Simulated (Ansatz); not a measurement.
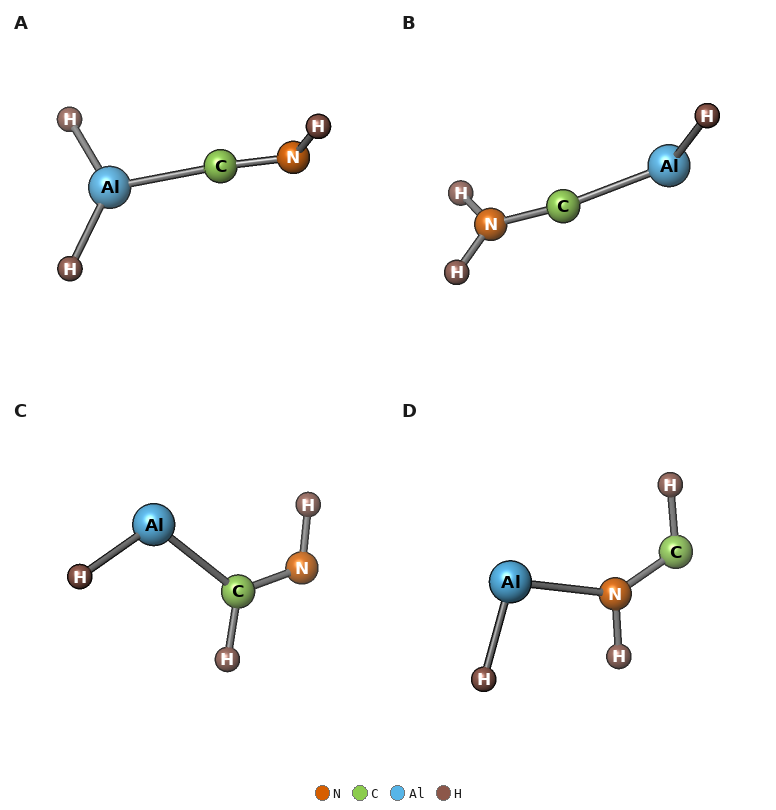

4 stationary structures of one formula. The species is neutral and a spin doublet. Geometries: PBE-D4/def2-SVP. Electronic energies: PBE-D4/def2-SVP (Ansatz 0.2.0), without zero-point energy. No frequency run is at hand to confirm each as a minimum.

Which structure is the most stable?

A is lowest (Cs); C lies 0.388 eV above it (Cs), B lies 1.121 eV above it (C1), D lies 1.170 eV above it (Cs).
